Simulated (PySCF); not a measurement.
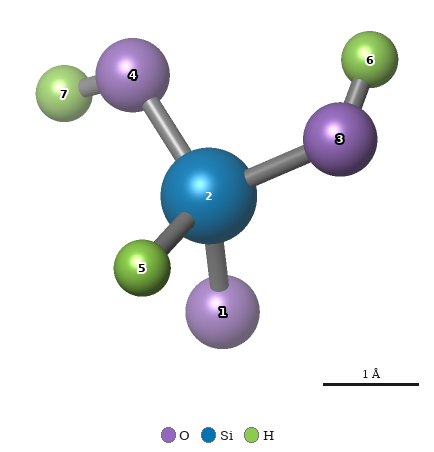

Figure 1. The structure (ball-and-stick view, seen at a tilt; atoms are numbered from 1 in the order of the input). Bond lengths as drawn: H–O 0.96 Å, H–Si 1.48 Å and O–Si 1.62 to 1.66 Å.

Property calculation of SiH3O3 (part 1 of 2)

SiH3O3, multiplicity 2, SMILES [O][SiH](O)O, computed with CCSD/3-21G, UHF (PySCF 2.14.0).

The geometry comes from this level: PBE0-D4/def2-TZVP.

## The program's output
```
PySCF version 2.14.0

[INPUT] num. atoms = 7
[INPUT] num. electrons = 41
[INPUT] charge = 0
[INPUT] spin (= nelec alpha-beta = 2S) = 1
[INPUT] symmetry False subgroup None
[INPUT] Mole.unit = angstrom
[INPUT] Symbol           X                Y                Z      unit          X                Y                Z       unit  Magmom
[INPUT]  1 O     -1.574100000000  -0.944300000000   0.000300000000 AA   -2.974617892678  -1.784468379427   0.000566917837 Bohr   0.0
[INPUT]  2 Si    -0.294400000000   0.091400000000   0.191600000000 AA   -0.556335371072   0.172720967785   0.362071525467 Bohr   0.0
[INPUT]  3 O      0.802600000000  -0.313200000000   1.317400000000 AA    1.516694187576  -0.591862222214   2.489525196502 Bohr   0.0
[INPUT]  4 O      0.528900000000   0.254900000000  -1.211400000000 AA    0.999476147282   0.481691189152  -2.289214227298 Bohr   0.0
[INPUT]  5 H     -1.048200000000   1.278500000000   0.661900000000 AA   -1.980810923769   2.416014850256   1.250809721850 Bohr   0.0
[INPUT]  6 H      1.628500000000  -0.696500000000   1.017400000000 AA    3.077418993854  -1.316194245760   1.922607359132 Bohr   0.0
[INPUT]  7 H      0.018000000000   0.261100000000  -2.022700000000 AA    0.034015070242   0.493407491124  -3.822349032158 Bohr   0.0

nuclear repulsion = 177.69843915931
number of shells = 28
number of NR pGTOs = 81
number of NR cGTOs = 46
basis = 3-21g
ecp = {}

******** <class 'pyscf.scf.uhf.UHF'> ********
method = UHF
initial guess = minao
damping factor = 0
level_shift factor = 0
DIIS = <class 'pyscf.scf.diis.CDIIS'>
diis_start_cycle = 1
diis_space = 8
diis_damp = 0
SCF conv_tol = 1e-10
SCF conv_tol_grad = None
SCF max_cycles = 50
direct_scf = True
direct_scf_tol = 1e-13
number electrons alpha = 21  beta = 20
Set gradient conv threshold to 1e-05
init E= -512.446580428662
  alpha nocc = 21  HOMO = -0.379347199658326  LUMO = 0.0953597239398545
  beta  nocc = 20  HOMO = -0.451473462775294  LUMO = -0.379347199658326

WARN: HOMO -0.379347199658326 >= LUMO -0.379347199658326

cycle= 1 E= -512.28041855183  delta_E= 0.166  |g|= 0.592  |ddm|= 1.68
  alpha nocc = 21  HOMO = -0.287291390882729  LUMO = 0.195365181873577
  beta  nocc = 20  HOMO = -0.272880413622294  LUMO = -0.0127004620554829
  HOMO = -0.272880413622  LUMO = -0.0127004620555  gap/eV = 7.07986
cycle= 2 E= -512.437127987129  delta_E= -0.157  |g|= 0.479  |ddm|= 0.859
  alpha nocc = 21  HOMO = -0.480920642655789  LUMO = 0.210479053928717
  beta  nocc = 20  HOMO = -0.435759126211551  LUMO = -0.0508854391685825
  HOMO = -0.435759126212  LUMO = -0.0508854391686  gap/eV = 10.47295
cycle= 3 E= -512.534142161195  delta_E= -0.097  |g|= 0.104  |ddm|= 0.379
  alpha nocc = 21  HOMO = -0.503463572857568  LUMO = 0.214033284605011
  beta  nocc = 20  HOMO = -0.467655716169021  LUMO = 0.0534120477307716
  HOMO = -0.467655716169  LUMO = 0.0534120477308  gap/eV = 14.17898
cycle= 4 E= -512.555532470115  delta_E= -0.0214  |g|= 0.0538  |ddm|= 0.181
  alpha nocc = 21  HOMO = -0.493108653942194  LUMO = 0.216881422155175
  beta  nocc = 20  HOMO = -0.47997444790605  LUMO = 0.0870258324816082
  HOMO = -0.479974447906  LUMO = 0.0870258324816  gap/eV = 15.42886
cycle= 5 E= -512.562228788018  delta_E= -0.0067  |g|= 0.0314  |ddm|= 0.122
  alpha nocc = 21  HOMO = -0.495336564466136  LUMO = 0.214336561993639
  beta  nocc = 20  HOMO = -0.476353809245197  LUMO = 0.0822587802354566
  HOMO = -0.476353809245  LUMO = 0.0822587802355  gap/eV = 15.20062
cycle= 6 E= -512.564263677157  delta_E= -0.00203  |g|= 0.0216  |ddm|= 0.0542
  alpha nocc = 21  HOMO = -0.490282463291661  LUMO = 0.215200320500485
  beta  nocc = 20  HOMO = -0.479477154140551  LUMO = 0.0889829949280339
  HOMO = -0.479477154141  LUMO = 0.088982994928  gap/eV = 15.46859
cycle= 7 E= -512.566278110697  delta_E= -0.00201  |g|= 0.0146  |ddm|= 0.0693
  alpha nocc = 21  HOMO = -0.487165893330538  LUMO = 0.215851772282821
  beta  nocc = 20  HOMO = -0.479081452080127  LUMO = 0.090234518378641
  HOMO = -0.47908145208  LUMO = 0.0902345183786  gap/eV = 15.49188
cycle= 8 E= -512.567956941984  delta_E= -0.00168  |g|= 0.00904  |ddm|= 0.0797
  alpha nocc = 21  HOMO = -0.48552691603379  LUMO = 0.216327604303173
  beta  nocc = 20  HOMO = -0.478927755908377  LUMO = 0.0927578718748423
  HOMO = -0.478927755908  LUMO = 0.0927578718748  gap/eV = 15.55636
cycle= 9 E= -512.568763835148  delta_E= -0.000807  |g|= 0.00387  |ddm|= 0.0772
  alpha nocc = 21  HOMO = -0.485789784069885  LUMO = 0.216461207100879
  beta  nocc = 20  HOMO = -0.476169537292586  LUMO = 0.0882428522714069
  HOMO = -0.476169537293  LUMO = 0.0882428522714  gap/eV = 15.35844
cycle= 10 E= -512.568831652736  delta_E= -6.78e-05  |g|= 0.00198  |ddm|= 0.0175
  alpha nocc = 21  HOMO = -0.485740060684306  LUMO = 0.216481609683633
  beta  nocc = 20  HOMO = -0.476029141938719  LUMO = 0.0885702681131946
  HOMO = -0.476029141939  LUMO = 0.0885702681132  gap/eV = 15.36353
cycle= 11 E= -512.568847259785  delta_E= -1.56e-05  |g|= 0.00074  |ddm|= 0.0103
  alpha nocc = 21  HOMO = -0.485781704836254  LUMO = 0.216523193069533
  beta  nocc = 20  HOMO = -0.476234977552662  LUMO = 0.0891448615914139
  HOMO = -0.476234977553  LUMO = 0.0891448615914  gap/eV = 15.38477
cycle= 12 E= -512.568848762334  delta_E= -1.5e-06  |g|= 0.000405  |ddm|= 0.0029
  alpha nocc = 21  HOMO = -0.485820036202668  LUMO = 0.216516995499403
  beta  nocc = 20  HOMO = -0.476018855178218  LUMO = 0.0888768862546789
  HOMO = -0.476018855178  LUMO = 0.0888768862547  gap/eV = 15.37160
cycle= 13 E= -512.568849096964  delta_E= -3.35e-07  |g|= 0.000279  |ddm|= 0.000985
  alpha nocc = 21  HOMO = -0.485840904222363  LUMO = 0.216506294879245
  beta  nocc = 20  HOMO = -0.476027799636475  LUMO = 0.0889198911006828
  HOMO = -0.476027799636  LUMO = 0.0889198911007  gap/eV = 15.37301
cycle= 14 E= -512.56884939607  delta_E= -2.99e-07  |g|= 0.000241  |ddm|= 0.000702
  alpha nocc = 21  HOMO = -0.485832492839363  LUMO = 0.216503205595914
  beta  nocc = 20  HOMO = -0.476051704184893  LUMO = 0.0889857401636851
  HOMO = -0.476051704185  LUMO = 0.0889857401637  gap/eV = 15.37545
cycle= 15 E= -512.568849628078  delta_E= -2.32e-07  |g|= 0.000233  |ddm|= 0.000513
  alpha nocc = 21  HOMO = -0.48583670490876  LUMO = 0.216484101641063
  beta  nocc = 20  HOMO = -0.476024514932697  LUMO = 0.0889328380697596
  HOMO = -0.476024514933  LUMO = 0.0889328380698  gap/eV = 15.37327
cycle= 16 E= -512.568850036025  delta_E= -4.08e-07  |g|= 0.000222  |ddm|= 0.000922
  alpha nocc = 21  HOMO = -0.485830869800362  LUMO = 0.216386939865548
  beta  nocc = 20  HOMO = -0.476002431515665  LUMO = 0.0889658018543757
  HOMO = -0.476002431516  LUMO = 0.0889658018544  gap/eV = 15.37357
cycle= 17 E= -512.568852153883  delta_E= -2.12e-06  |g|= 0.000165  |ddm|= 0.00573
  alpha nocc = 21  HOMO = -0.485828332485396  LUMO = 0.216249202827514
  beta  nocc = 20  HOMO = -0.475967550390144  LUMO = 0.0890097540730301
  HOMO = -0.47596755039  LUMO = 0.089009754073  gap/eV = 15.37382
cycle= 18 E= -512.568853925642  delta_E= -1.77e-06  |g|= 9.32e-05  |ddm|= 0.00828
  alpha nocc = 21  HOMO = -0.485821156069607  LUMO = 0.21619165534715
  beta  nocc = 20  HOMO = -0.475947922074903  LUMO = 0.0889368215306154
  HOMO = -0.475947922075  LUMO = 0.0889368215306  gap/eV = 15.37130
cycle= 19 E= -512.568854237581  delta_E= -3.12e-07  |g|= 5.74e-05  |ddm|= 0.00351
  alpha nocc = 21  HOMO = -0.485816428167882  LUMO = 0.216176578866296
  beta  nocc = 20  HOMO = -0.475942870222428  LUMO = 0.0889454893953752
  HOMO = -0.475942870222  LUMO = 0.0889454893954  gap/eV = 15.37140
cycle= 20 E= -512.568854285887  delta_E= -4.83e-08  |g|= 4.18e-05  |ddm|= 0.00114
  alpha nocc = 21  HOMO = -0.485812332975559  LUMO = 0.216167512115739
  beta  nocc = 20  HOMO = -0.47593679873982  LUMO = 0.0889575441891215
  HOMO = -0.47593679874  LUMO = 0.0889575441891  gap/eV = 15.37156
cycle= 21 E= -512.568854305179  delta_E= -1.93e-08  |g|= 2.61e-05  |ddm|= 0.000616
  alpha nocc = 21  HOMO = -0.485807147518101  LUMO = 0.216162816013842
  beta  nocc = 20  HOMO = -0.475927976354829  LUMO = 0.0889397546014612
  HOMO = -0.475927976355  LUMO = 0.0889397546015  gap/eV = 15.37083
cycle= 22 E= -512.568854313838  delta_E= -8.66e-09  |g|= 8.93e-06  |ddm|= 0.000423
  alpha nocc = 21  HOMO = -0.485806452232936  LUMO = 0.21616203967206
  beta  nocc = 20  HOMO = -0.475926902392314  LUMO = 0.0889457506171603
  HOMO = -0.475926902392  LUMO = 0.0889457506172  gap/eV = 15.37097
cycle= 23 E= -512.568854314364  delta_E= -5.26e-10  |g|= 3.61e-06  |ddm|= 8.66e-05
  alpha nocc = 21  HOMO = -0.485805964993728  LUMO = 0.216162037401356
  beta  nocc = 20  HOMO = -0.475926267889287  LUMO = 0.0889441928962036
  HOMO = -0.475926267889  LUMO = 0.0889441928962  gap/eV = 15.37091
cycle= 24 E= -512.568854314405  delta_E= -4.14e-11  |g|= 1.69e-06  |ddm|= 1.76e-05
  alpha nocc = 21  HOMO = -0.48580593281834  LUMO = 0.216162022816274
  beta  nocc = 20  HOMO = -0.475926369483473  LUMO = 0.0889441586754907
  HOMO = -0.475926369483  LUMO = 0.0889441586755  gap/eV = 15.37091
Extra cycle  E= -512.568854314409  delta_E= -3.18e-12  |g|= 1.04e-06  |ddm|= 2.24e-06
converged SCF energy = -512.568854314409  <S^2> = 0.75344041  2S+1 = 2.0034375

******** <class 'pyscf.cc.uccsd.UCCSD'> ********
CC2 = 0
CCSD nocc = (np.int64(21), np.int64(20)), nmo = (46, 46)
max_cycle = 50
direct = 0
conv_tol = 1e-07
conv_tol_normt = 1e-06
diis_space = 6
diis_start_cycle = 0
diis_start_energy_diff = 1e+09
Init t2, MP2 energy = -0.374331901401115
Init E_corr(UCCSD) = -0.374331901402
cycle = 1  E_corr(UCCSD) = -0.377586152714067  dE = -0.00325425131  norm(t1,t2) = 0.0829368
cycle = 2  E_corr(UCCSD) = -0.388466641913703  dE = -0.0108804892  norm(t1,t2) = 0.0253851
cycle = 3  E_corr(UCCSD) = -0.390266824015032  dE = -0.0018001821  norm(t1,t2) = 0.0147744
cycle = 4  E_corr(UCCSD) = -0.392506381066708  dE = -0.00223955705  norm(t1,t2) = 0.00734805
cycle = 5  E_corr(UCCSD) = -0.392442541231002  dE = 6.38398357e-05  norm(t1,t2) = 0.00352154
cycle = 6  E_corr(UCCSD) = -0.392384641019567  dE = 5.79002114e-05  norm(t1,t2) = 0.00165632
cycle = 7  E_corr(UCCSD) = -0.392433703259861  dE = -4.90622403e-05  norm(t1,t2) = 0.00100731
cycle = 8  E_corr(UCCSD) = -0.392458383136871  dE = -2.4679877e-05  norm(t1,t2) = 0.000690739
cycle = 9  E_corr(UCCSD) = -0.392452146350992  dE = 6.23678588e-06  norm(t1,t2) = 0.000523841
cycle = 10  E_corr(UCCSD) = -0.392450496770168  dE = 1.64958082e-06  norm(t1,t2) = 0.000347017
cycle = 11  E_corr(UCCSD) = -0.392449040946279  dE = 1.45582389e-06  norm(t1,t2) = 0.00019593
cycle = 12  E_corr(UCCSD) = -0.392448186051313  dE = 8.54894966e-07  norm(t1,t2) = 0.000116253
cycle = 13  E_corr(UCCSD) = -0.392448109984047  dE = 7.60672657e-08  norm(t1,t2) = 7.13643e-05
cycle = 14  E_corr(UCCSD) = -0.392448023016681  dE = 8.69673665e-08  norm(t1,t2) = 5.32022e-05
cycle = 15  E_corr(UCCSD) = -0.392447754710014  dE = 2.68306667e-07  norm(t1,t2) = 4.42256e-05
cycle = 16  E_corr(UCCSD) = -0.392447313041056  dE = 4.41668958e-07  norm(t1,t2) = 4.03758e-05
cycle = 17  E_corr(UCCSD) = -0.392446883252661  dE = 4.29788395e-07  norm(t1,t2) = 3.77322e-05
cycle = 18  E_corr(UCCSD) = -0.392446610923196  dE = 2.72329465e-07  norm(t1,t2) = 3.52727e-05
cycle = 19  E_corr(UCCSD) = -0.392446657937129  dE = -4.70139329e-08  norm(t1,t2) = 3.06143e-05
cycle = 20  E_corr(UCCSD) = -0.392447011093521  dE = -3.53156392e-07  norm(t1,t2) = 2.16753e-05
cycle = 21  E_corr(UCCSD) = -0.392447214662075  dE = -2.03568554e-07  norm(t1,t2) = 1.44079e-05
cycle = 22  E_corr(UCCSD) = -0.39244716243529  dE = 5.22267847e-08  norm(t1,t2) = 8.74156e-06
cycle = 23  E_corr(UCCSD) = -0.392447120505717  dE = 4.19295725e-08  norm(t1,t2) = 4.73249e-06
cycle = 24  E_corr(UCCSD) = -0.392447123109953  dE = -2.60423577e-09  norm(t1,t2) = 2.37235e-06
cycle = 25  E_corr(UCCSD) = -0.392447161963364  dE = -3.88534112e-08  norm(t1,t2) = 1.70478e-06
cycle = 26  E_corr(UCCSD) = -0.392447194758721  dE = -3.27953572e-08  norm(t1,t2) = 1.07273e-06
cycle = 27  E_corr(UCCSD) = -0.392447221555366  dE = -2.67966444e-08  norm(t1,t2) = 8.25833e-07
UCCSD converged
E(UCCSD) = -512.9613015359639  E_corr = -0.3924472215553659
total energy: -512.96130154 hartree
**** SCF Summaries ****
Total Energy =                        -512.568854314408554
Nuclear Repulsion Energy =             177.698439159310084
One-electron Energy =                -1063.343209739798112
Two-electron Energy =                  373.075916266079503
Two-electron Coulomb Energy =          419.374025319724240
DFT Exchange-Correlation Energy =      -46.298109053644737
HOMO-LUMO gap [eV] =                    15.370909993054827
```
